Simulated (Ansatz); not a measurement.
## Electronic structure of AlB2H7N (charge +1) in real space

Input

```
crystal:
  periodic: [false, false, false]
  atoms:
    - { symbol: B, position_ang: [1.44508, 0.42678, 1.1765] }
    - { symbol: "N", position_ang: [1.15786, -0.50401, 0.09306] }
    - { symbol: Al, position_ang: [-0.6609, -0.5359, -0.91217] }
    - { symbol: B, position_ang: [-2.31917, 0.61871, -0.555] }
    - { symbol: H, position_ang: [1.18462, 0.11156, 2.26739] }
    - { symbol: H, position_ang: [1.87458, 1.47607, 0.90788] }
    - { symbol: H, position_ang: [1.7928, -0.39048, -0.70794] }
    - { symbol: H, position_ang: [1.21816, -1.48728, 0.38627] }
    - { symbol: H, position_ang: [-0.07732, -1.67439, -1.79132] }
    - { symbol: H, position_ang: [-2.65979, 1.47042, -1.29085] }
    - { symbol: H, position_ang: [-2.95591, 0.48851, 0.42619] }
total_charge: 1
basis:
  gaussian: { orbitals: "6-31G*" }
hamiltonian:
  xc: r2scan
  dispersion: d4
relax:
  f_tol: 0.015
  max_steps: 40
output:
  orbitals: {}
```

Launched as:

```sh
ansatz run input.yaml --threads 1 --pin off --max-ram 2048MiB --backend cpu --events-out ev --progress --plain --runs-dir out
```

The fields are those of the run's last geometry, not of the input's.

These are results of RKS r2SCAN-D4/6-31G* in Ansatz 0.2.0, not measurements.

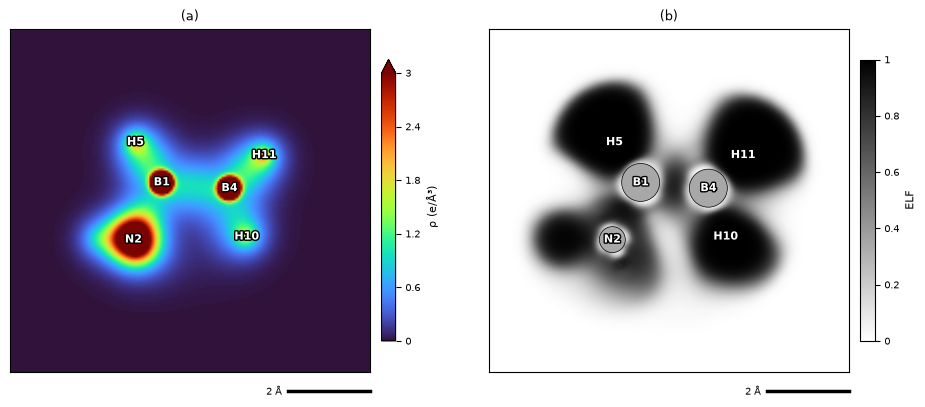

Figure 1. (a) electron density; (b) electron localisation function on the plane of atoms N2, B1 and B4. Grey discs cover the atomic cores in the ELF map.

Question: What does the map show?

Answer: The section cuts through B, N and H sites.
B–N (1.57 Å): ρ is about 1.4 e/Å³ halfway; the ELF peaks at about 0.95 between the atoms: a shared but strongly polarised pair.
B–B (1.67 Å): ρ at the midpoint is about 0.97 e/Å³; the ELF peaks at about 0.85 between the atoms: localised, covalent bonding.
B–H (1.18 Å): ρ is about 1.2 e/Å³ halfway; the ELF climbs to about 1 towards the hydrogen, as it does in any bond to H (a covalent bond by its length).

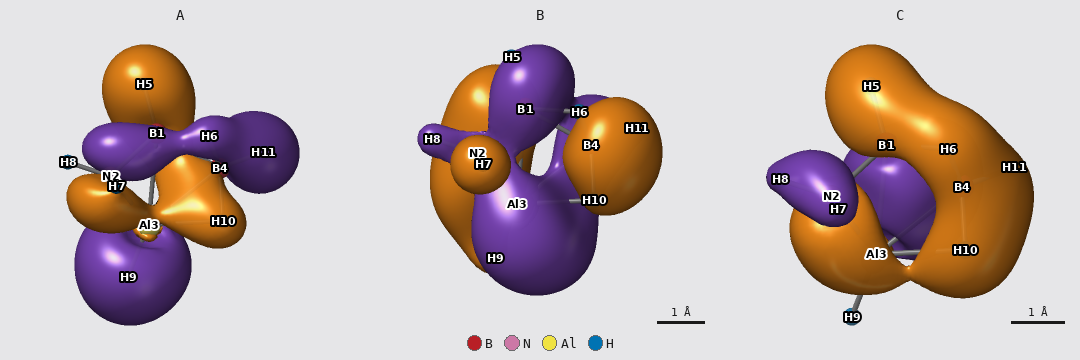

Figure 2. Three frontier orbitals at ±0.08 Å⁻³ᐟ² (orange and purple are the two phases), in no order.

Question: Which picture is the HOMO−1, the HOMO and the LUMO?

Answer: A is the HOMO−1 (−13.69 eV). Its weight (Hirshfeld) is mainly on H9 (about 25 %), Al3 (about 20 %), N2 (about 15 %), B1 (about 15 %), H5 (about 10 %) and B4 (about 10 %). C is the HOMO (−12.62 eV). It lies mainly on B4 (about 30 %), B1 (about 25 %), Al3 (about 15 %), N2 (about 10 %) and H10 (about 5 %). B is the LUMO (−6.99 eV). It lies mainly on Al3 (about 35 %), B4 (about 20 %) and B1 (about 20 %).

Question: What is the HOMO–LUMO gap?

Answer: 5.63 eV between the orbital energies.

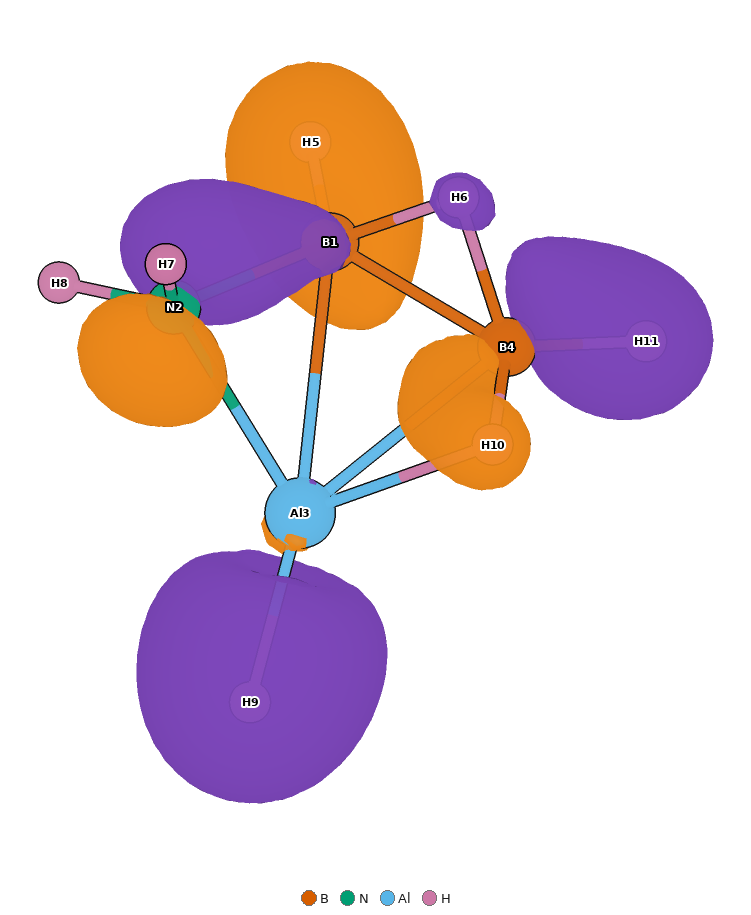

Figure 3. The HOMO−1 at ±0.15 Å⁻³ᐟ² (orange and purple are the two phases), seen across its widest extent.

Question: What is the character of this orbital?

Answer: By Hirshfeld shares it lies mainly on H9 (about 25 %), Al3 (about 20 %), N2 (about 15 %), B1 (about 15 %), H5 (about 10 %) and B4 (about 10 %). Its energy is −13.69 eV.
